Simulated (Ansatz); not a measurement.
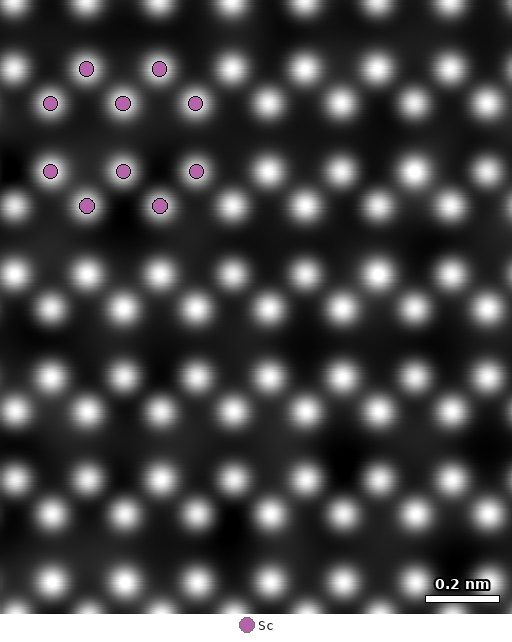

Dark-field STEM-like image of Sc (P6_3/mmc, No. 194) along [201]. Simulation: incoherent imaging, intensity Z^1.8 per atom, probe width 0.72 Å, thin sample. A slight drift and the speckle of an amorphous layer were added. Structure used: the input geometry of an electronic-structure calculation (not necessarily at equilibrium).

Coloured dots in one corner mark the columns of the model.

> Interpret the image.

The columns repeat on a centred rectangular net of 2.04 × 5.75 Å (plane group c2mm). All columns are alike (Sc). The shortest distance between visible columns is 1.40 Å in projection. Along the beam the structure repeats every 8.41 Å.
